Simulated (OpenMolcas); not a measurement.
**Mo⁴⁺ among point charges: CASSCF and CASPT2 levels and susceptibility**

How does a field of 8 point charges split the states of Mo⁴⁺, and what χT follows?

The numbers are computed with OpenMolcas 26.06 (state-averaged CASSCF and CASPT2, spin-orbit coupling by RASSI with atomic mean-field integrals), except any that are marked as measured or tabulated.

### Step 1. Starting point

| Item | Value |
| --- | --- |
| Species | Mo⁴⁺ (molybdenum, Z = 42, 38 electrons) |
| Basis | ANO-RCC-VDZP [6s5p3d1f], 43 functions |
| Scalar Hamiltonian | DKH2, point nucleus |
| Inactive shells | 1s 2s 2p 3s 3p 3d 4s 4p |
| Active space | 2 electrons in 5 orbitals (4d) |
| Some configurations of this space | 4d2 |
| Orbitals | optimised for each spin and parity, averaged over all roots |

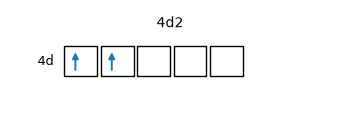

Occupation of the outer shells (arrows by Hund's rule).

The ion sits among 8 point charges of -1.2 e arranged as a cube (Oh), 2.08 Å from the ion.

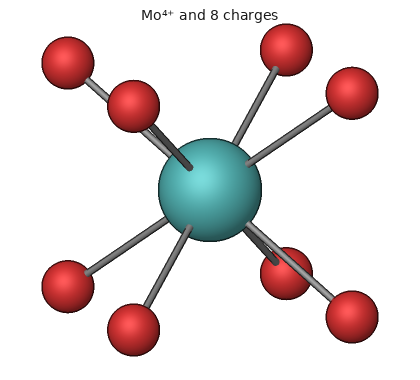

The ion and the point charges (red).

The work runs as a chain of OpenMolcas steps in one folder; each step below is one input file. Labels, J, g values, rates, χT and fits are worked out afterwards by a script from the matrices that RASSI stores. The input lists half of the charges; inversion (Group=XYZ) makes the rest.

### Step 2. Basis and integrals

Input file a.inp:

```
&GATEWAY
Coord
1

Mo 0.0 0.0 0.0
Basis=ANO-RCC-VDZP
Group=XYZ
NoMove
AngMom=0.0 0.0 0.0
AMFI
XField
4 Angstrom 0
1.200889 1.200889 1.200889 -1.200000
1.200889 1.200889 -1.200889 -1.200000
1.200889 -1.200889 1.200889 -1.200000
1.200889 -1.200889 -1.200889 -1.200000
&SEWARD
```

The run is started by

```console
OMP_NUM_THREADS=1 MOLCAS_MEM=1689 MOLCAS_PROJECT=a pymolcas a.inp > a.log
```

Output:

```text
Basis set label: MO.ANO-RCC...6S5P3D1F.

      Electronic valence basis set:
      ------------------
      Associated Effective Charge  42.000000 au
      Associated Actual Charge     42.000000 au
      Nuclear Model: Point charge

      Shell  nPrim  nBasis  Cartesian Spherical Contaminant
         s      21       6        X
         p      18       5        X
         d      13       3                 X
         f       6       1                 X
                  Relativistic Douglas-Kroll-Hess integrals:
                    - DKH order of Hamiltonian: 2
                    - DKH order of Properties : 0
                  Atomic mean-field integrals
```

### Step 3. CASSCF: triplets of even parity, 10 roots

Input file a.inp:

```
&RASSCF
FileOrb=start.orb
Symmetry=1
Spin=3
nActEl=2 0 0
Inactive=9 9
Ras2=5 0
CIRoot=10 10 1
SDav=10
CIMx=300
Iter=120 100
PrWF=0.3
OrbListing=Nothing
MaxOrb=0
>>> COPY $Project.JobIph JOB001
```

start.orb holds the contracted functions of the basis, ordered by shell, or the orbitals of the step before.

Output, shortened:

```text
[...]
      Number of active orbitals                  5
[...]
      Spin quantum number                      1.0
[...]
      Active orbitals                            5   0
[...]
      Number of CSFs                            10
      Number of root(s) required                10
[...]
      Convergence after  7 iterations
[...]
      Natural orbitals and occupation numbers for root  1
      sym 1:   0.000000  -0.000000   1.000000   1.000000   0.000000
      Natural orbitals and occupation numbers for root  2
      sym 1:   0.982607   0.017393   0.982607   0.017393  -0.000000
      Natural orbitals and occupation numbers for root  3
      sym 1:  -0.000000   0.079766   0.079766   0.920234   0.920234
::    RASSCF root number  1 Total energy:  -4052.30167945
::    RASSCF root number  2 Total energy:  -4052.27721135
::    RASSCF root number  3 Total energy:  -4052.27721135
[...]
::    RASSCF root number  7 Total energy:  -4052.25964785
::    RASSCF root number  8 Total energy:  -4052.21137262
::    RASSCF root number  9 Total energy:  -4052.21137262
::    RASSCF root number 10 Total energy:  -4052.21137262
```

### Step 4. Reference wave functions, singlets of even parity, 15 roots

Input file a.inp:

```
&RASSCF
FileOrb=start.orb
Symmetry=1
Spin=1
nActEl=2 0 0
Inactive=9 9
Ras2=5 0
CIRoot=15 15 1
SDav=15
CIMx=300
Iter=120 100
PrWF=0.3
OrbListing=Nothing
MaxOrb=0
>>> COPY $Project.JobIph JOB002
```

Output, shortened:

```text
[...]
      Number of active orbitals                  5
[...]
      Spin quantum number                      0.0
[...]
      Active orbitals                            5   0
[...]
      Number of CSFs                            15
      Number of root(s) required                15
[...]
      Convergence after  7 iterations
[...]
      Natural orbitals and occupation numbers for root  1
      sym 1:   0.950454   0.950454   0.003521   0.060637   0.034934
      Natural orbitals and occupation numbers for root  2
      sym 1:   0.950454   0.950454   0.062540   0.005424   0.031128
      Natural orbitals and occupation numbers for root  3
      sym 1:   0.000129   0.867815   0.130101   0.864763   0.137193
::    RASSCF root number  1 Total energy:  -4052.24328672
::    RASSCF root number  2 Total energy:  -4052.24328672
::    RASSCF root number  3 Total energy:  -4052.21989498
[...]
::    RASSCF root number 12 Total energy:  -4052.17964141
::    RASSCF root number 13 Total energy:  -4052.17964141
::    RASSCF root number 14 Total energy:  -4052.17964141
::    RASSCF root number 15 Total energy:  -4052.07161026
```

### Step 5. State interaction with spin-orbit coupling

Input file a.inp:

```
&RASSI
NrOfJobIphs=2 10 15
1 2 3 4 5 6 7 8 9 10
1 2 3 4 5 6 7 8 9 10 11 12 13 14 15
IphNames
JOB001
JOB002
EJob
SpinOrbit
DIPRint=1.0
SOCoupling=1000.0
Subsets=2
Property=9
'ANGMOM' 1 'ANGMOM' 2 'ANGMOM' 3 'MLTPL  1' 1 'MLTPL  1' 2 'MLTPL  1' 3
'AMFI' 1 'AMFI' 2 'AMFI' 3
SOProperty=3
'ANGMOM' 1 'ANGMOM' 2 'ANGMOM' 3
```

The run is started by

```console
OMP_NUM_THREADS=1 MOLCAS_MEM=1689 MOLCAS_PROJECT=a pymolcas a.inp > a.log
```

Output, shortened:

```text
SPIN-FREE ENERGIES:
  (Shifted by EMIN (a.u.) =      -4052.3016794459)
 SF State       Relative EMIN(au)   Rel lowest level(eV)    D:o, cm**(-1)      L_eff
     1             0.0000000000        0.0000000000              0.0000         3.0
     2             0.0244680969        0.6658108352           5370.1265         3.0
     3             0.0244680969        0.6658108352           5370.1265         3.0
     4             0.0244680969        0.6658108352           5370.1265         3.0
     5             0.0420315950        1.1437379650           9224.8688         2.9
     6             0.0420315950        1.1437379650           9224.8688         2.9
     7             0.0420315950        1.1437379650           9224.8688         2.9
    11             0.0583927271        1.5889470522          12815.7223         2.6
    12             0.0583927271        1.5889470522          12815.7223         2.6
    13             0.0817844692        2.2254687795          17949.6162         2.3
[...]
Eigenvalues of complex Hamiltonian:
   -----------------------------------
  (Shifted by EMIN (a.u.) =      -4052.3016794459)
 SO State       Relative EMIN(au)   Rel lowest level(eV)    D:o, cm**(-1)     J-value
     1            -0.0017262075        0.0000000000              0.0000         2.2
     2            -0.0017262075        0.0000000000              0.0000         2.3
     3            -0.0017262075        0.0000000000              0.0000         2.3
     4             0.0214678768        0.6311431860           5090.5131         2.1
     5             0.0214678768        0.6311431860           5090.5131         2.0
     6             0.0222872071        0.6534383008           5270.3353         2.4
     7             0.0234709033        0.6856483148           5530.1266         2.5
     8             0.0234709033        0.6856483148           5530.1266         2.6
     9             0.0234709033        0.6856483148           5530.1266         2.5
    10             0.0246987302        0.7190591871           5799.6035         2.8
    11             0.0246987302        0.7190591871           5799.6035         2.5
[...]
```

These steps took 6.1 s in all on 1 thread of Intel Xeon Platinum 8259CL at 2.50GHz (Skylake/Cascade Lake), shared host.

States without spin-orbit coupling:

| state | degeneracy | E (cm-1) | free-ion L (%) |
| --- | --- | --- | --- |
| 3A2 | 1 | 0 | F (100) |
| 3T2 | 3 | 5370 | F (100) |
| 3T1 | 3 | 9225 | F (95) |
| 1E | 2 | 12816 | D (78) |
| 1T2 | 3 | 17950 | D (88) |
| 3T1 | 3 | 19820 | P (95) |
| 1A1 | 1 | 20211 | G (96) |
| 1T1 | 3 | 22474 | G (100) |
| 1E | 2 | 26316 | G (78) |
| 1T2 | 3 | 26784 | G (88) |
| 1A1 | 1 | 50494 | S (96) |

With spin-orbit coupling:

```
E (cm-1)  Degeneracy  Label  2S+1
     0.0           3     T2     3
    5091           2      E     3
    5270           1     A2     3
    5530           3     T2     3
    5800           3     T1     3
    9156           3     T2     3
    9474           2      E     3
   10368           3     T1     3
   10765           1     A1     3
   13342           2      E     1
   17752           3     T2     1
   19239           1     A1     3
   19790           3     T1     3
   20710           1     A1     1
   20734           2      E     3
   21265           3     T2     3
   22926           3     T1     1
   26800           2      E     1
   27241           3     T2     1
   51030           1     A1     1
```

Powder χT (cm³ K/mol): 0.41 at 2 K, 0.41 at 5 K, 0.41 at 10 K, 0.41 at 20 K, 0.42 at 50 K, 0.44 at 100 K, 0.46 at 150 K, 0.48 at 200 K, 0.49 at 250 K, 0.51 at 300 K.

A ligand-field fit to the states below 45000 cm-1 gives 10Dq = -5594 cm-1, B = 856 cm-1 and C = 3452 cm-1 (C/B = 4.04), with a deviation of 80 cm-1.

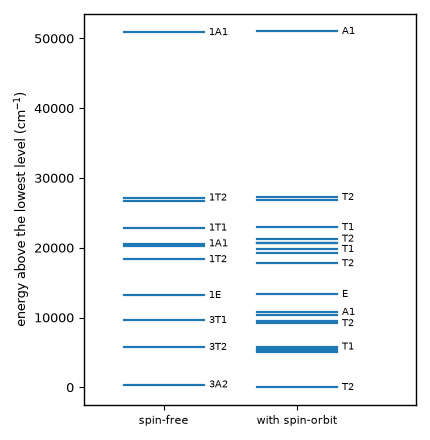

The states in the field without (left) and with (right) spin-orbit coupling.

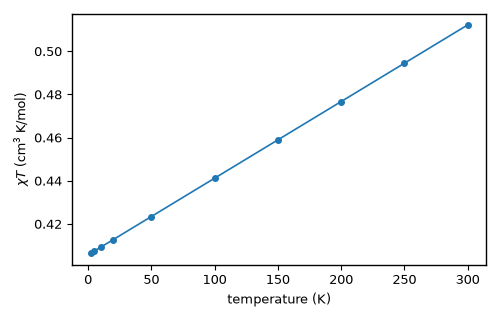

χT against temperature.

Orbitals of the lowest block (energies include the constant potential of the surroundings):

| shell | space | energy (hartree) | mean occupation | ⟨r²⟩ (bohr²) |
| --- | --- | --- | --- | --- |
| 1s | inactive | -738.0651 | 2.000 | 0.00163 |
| 2s | inactive | -106.5063 | 2.000 | 0.0277 |
| 2p | inactive | -94.9609 | 6.000 | 0.0219 |
| 3s | inactive | -18.8053 | 2.000 | 0.208 |
| 3p | inactive | -14.9081 | 6.000 | 0.213 |
| 3d | inactive | -8.5459 | 10.000 | 0.205 |
| 4s | inactive | -2.2143 | 2.000 | 1.38 |
| 4p | inactive | -1.0272 | 6.000 | 1.64 |
| 4d | RAS2 |  | 2.000 | 2.74 |

### Step 6. CASPT2: IPEA 0.25, imaginary shift 0.1 (closed shells correlated: 4s 4p)

Input file a.inp:

```
>>> COPY JOB001 $Project.JobIph
&CASPT2
Multistate=10 1 2 3 4 5 6 7 8 9 10
NoMult
Frozen=8 6
IPEA=0.25
Imaginary=0.1
MaxIter=60
WThr=0.0 0.3 0.05
PrWF=0.5
NoMix
>>> COPY JOB002 $Project.JobIph
&CASPT2
Multistate=15 1 2 3 4 5 6 7 8 9 10 11 12 13 14 15
NoMult
Frozen=8 6
IPEA=0.25
Imaginary=0.1
MaxIter=60
WThr=0.0 0.3 0.05
PrWF=0.5
NoMix
```

The run is started by

```console
OMP_NUM_THREADS=1 MOLCAS_MEM=1689 MOLCAS_PROJECT=a pymolcas a.inp > a.log
```

Output:

```text
Orbital specifications:
      -----------------------

      Symmetry species                           1   2
                                                ag  au
      Frozen orbitals                            8   6
      Inactive orbitals                          1   3
      Active orbitals                            5   0
      Secondary orbitals                         7  13
      Deleted orbitals                           0   0
      Number of basis functions                 21  22
Type of calculation                        SS-CASPT2
      Fock operator                              state-specific
      IPEA shift                                 0.25
      Real shift                                 0.00
      Imaginary shift                            0.10
      The input orbitals will be transformed to quasi-canonical
Reference energy:       -4052.3016794459
      E2 (Non-variational):      -0.1840214348
      Shift correction:          -0.0000935458
      E2 (Variational):          -0.1841149806
      Total energy:           -4052.4857944265
      Residual norm:              0.0000004623
      Reference weight:           0.96136
      Contributions to the CASPT2 correlation energy
      Active & Virtual Only:         -0.0034885987
      One Inactive Excited:          -0.0669433586
      Two Inactive Excited:          -0.1135894775
Reference energy:       -4052.2772113490
      E2 (Non-variational):      -0.1842054096
      Shift correction:          -0.0000946201
      E2 (Variational):          -0.1843000297
      Total energy:           -4052.4615113787
      Residual norm:              0.0000006625
      Reference weight:           0.96113
      Contributions to the CASPT2 correlation energy
      Active & Virtual Only:         -0.0036030201
      One Inactive Excited:          -0.0674262746
      Two Inactive Excited:          -0.1131761149
::    CASPT2 Root  1     Total energy:  -4052.48579443
::    CASPT2 Root  2     Total energy:  -4052.46151138
::    CASPT2 Root  3     Total energy:  -4052.46203655
::    CASPT2 Root  4     Total energy:  -4052.46222970
::    CASPT2 Root  5     Total energy:  -4052.44594663
::    CASPT2 Root  6     Total energy:  -4052.44548305
::    CASPT2 Root  7     Total energy:  -4052.44567119
::    CASPT2 Root  8     Total energy:  -4052.40581213
::    CASPT2 Root  9     Total energy:  -4052.40623843
::    CASPT2 Root 10     Total energy:  -4052.40614398
Orbital specifications:
      -----------------------

      Symmetry species                           1   2
                                                ag  au
      Frozen orbitals                            8   6
      Inactive orbitals                          1   3
      Active orbitals                            5   0
      Secondary orbitals                         7  13
      Deleted orbitals                           0   0
      Number of basis functions                 21  22
Type of calculation                        SS-CASPT2
      Fock operator                              state-specific
      IPEA shift                                 0.25
      Real shift                                 0.00
      Imaginary shift                            0.10
      The input orbitals will be transformed to quasi-canonical
Reference energy:       -4052.2432867188
      E2 (Non-variational):      -0.1937906526
      Shift correction:          -0.0001711627
      E2 (Variational):          -0.1939618153
      Total energy:           -4052.4372485341
      Residual norm:              0.0000001529
      Reference weight:           0.95654
      Contributions to the CASPT2 correlation energy
      Active & Virtual Only:         -0.0091313699
      One Inactive Excited:          -0.0668754455
      Two Inactive Excited:          -0.1177838372
Reference energy:       -4052.2432867188
      E2 (Non-variational):      -0.1937774393
      Shift correction:          -0.0001711582
      E2 (Variational):          -0.1939485974
      Total energy:           -4052.4372353162
      Residual norm:              0.0000001529
      Reference weight:           0.95654
      Contributions to the CASPT2 correlation energy
      Active & Virtual Only:         -0.0091313709
      One Inactive Excited:          -0.0668746551
      Two Inactive Excited:          -0.1177714133
::    CASPT2 Root  1     Total energy:  -4052.43724853
::    CASPT2 Root  2     Total energy:  -4052.43723532
::    CASPT2 Root  3     Total energy:  -4052.41470634
::    CASPT2 Root  4     Total energy:  -4052.41465881
::    CASPT2 Root  5     Total energy:  -4052.41469124
::    CASPT2 Root  6     Total energy:  -4052.40428213
::    CASPT2 Root  7     Total energy:  -4052.39266345
::    CASPT2 Root  8     Total energy:  -4052.39266615
::    CASPT2 Root  9     Total energy:  -4052.39148874
::    CASPT2 Root 10     Total energy:  -4052.37365362
::    CASPT2 Root 11     Total energy:  -4052.37366674
::    CASPT2 Root 12     Total energy:  -4052.37271748
::    CASPT2 Root 13     Total energy:  -4052.37239274
::    CASPT2 Root 14     Total energy:  -4052.37237411
::    CASPT2 Root 15     Total energy:  -4052.28598811
```

This run: 2.2 s of run time, 1 thread of Intel Xeon Platinum 8259CL at 2.50GHz (Skylake/Cascade Lake), shared host.

SS-CASPT2: lowest energy less the reference's lowest, -0.1841 hartree; reference weights 0.949 to 0.961.

Spin-free states, with their symmetry labels:

| state | degeneracy | E (cm-1) | free-ion L (%) |
| --- | --- | --- | --- |
| 3A2 | 1 | 0 | F (100) |
| 3T2 | 3 | 5239 | F (100) |
| 3T1 | 3 | 8800 | F (95) |
| 1E | 2 | 10656 | D (78) |
| 1T2 | 3 | 15607 | D (88) |
| 3T1 | 3 | 17499 | P (95) |
| 1A1 | 1 | 17890 | G (96) |
| 1T1 | 3 | 20526 | G (100) |
| 1E | 2 | 24611 | G (78) |
| 1T2 | 3 | 24866 | G (88) |
| 1A1 | 1 | 43852 | S (96) |

With spin-orbit coupling:

| E (cm-1) | Degeneracy | Label | 2S+1 |
| --- | --- | --- | --- |
| 0 | 3 | T2 | 3 |
| 4850 | 2 | E | 3 |
| 5160 | 1 | A2 | 3 |
| 5390 | 3 | T2 | 3 |
| 5670 | 3 | T1 | 3 |
| 8760 | 3 | T2 | 3 |
| 9080 | 2 | E | 3 |
| 9960 | 3 | T1 | 3 |
| 10320 | 1 | A1 | 3 |
| 11300 | 2 | E | 1 |
| 15450 | 3 | T2 | 1 |
| 16920 | 1 | A1 | 3 |
| 17490 | 3 | T1 | 3 |
| 18430 | 1 | A1 | 1 |
| 18440 | 2 | E | 3 |
| 18960 | 3 | T2 | 3 |
| 21000 | 3 | T1 | 1 |
| 25120 | 2 | E | 1 |
| 25340 | 3 | T2 | 1 |
| 44430 | 1 | A1 | 1 |

Powder χT (cm³ K/mol): 0.39 at 2 K, 0.39 at 5 K, 0.40 at 10 K, 0.40 at 20 K, 0.41 at 50 K, 0.43 at 100 K, 0.45 at 150 K, 0.46 at 200 K, 0.48 at 250 K, 0.50 at 300 K.

### Step 7. The methods side by side

A. CASSCF
B. SS-CASPT2, IPEA 0.25, imaginary shift 0.1 (closed shells correlated: 4s 4p)

| method | ground state | first state of that spin (cm-1) | first gap with spin-orbit (cm-1) | χT at 300 K |
| --- | --- | --- | --- | --- |
| A | 3A2 | 3T2 5370 | 5090.5 | 0.51 |
| B | 3A2 | 3T2 5239 | 4848.5 | 0.50 |

### Step 8. Summary of results

| quantity | value |
| --- | --- |
| method | SS-CASPT2, IPEA 0.25, imaginary shift 0.1 (closed shells correlated: 4s 4p) |
| spin-free ground state | 3A2, 1-fold in its orbital part |
| first state of the same spin within the active space | 3T2 at 5240 cm⁻¹ |
| lowest level | 3-fold T2 |
| next level | 4848.5 cm⁻¹ |
| χT at 300 K | 0.50 cm³ K/mol |
| effective moment at 300 K | 2.00 μB |

Cost by method:

| method | time of its own steps | time with the reference |
| --- | --- | --- |
| A. CASSCF | 6.1 s | 6.1 s |
| B. SS-CASPT2, IPEA 0.25, imaginary shift 0.1, +4s 4p | 2.2 s | 8.2 s |

Times are of one thread on a shared host.

What this shows: The spin-free ground state (3A2) comes to 100 % from free-ion F terms and keeps the highest spin of the shell. χT at 300 K is 0.50, against 1.00 cm³ K/mol for the spin alone, so spin-orbit coupling lowers it. CASPT2 does not keep the components of a term degenerate, and the means are used. The field of point charges can differ much from that of real complexes. Point charges carry no covalency, so the field is a model and not that of real ligands.
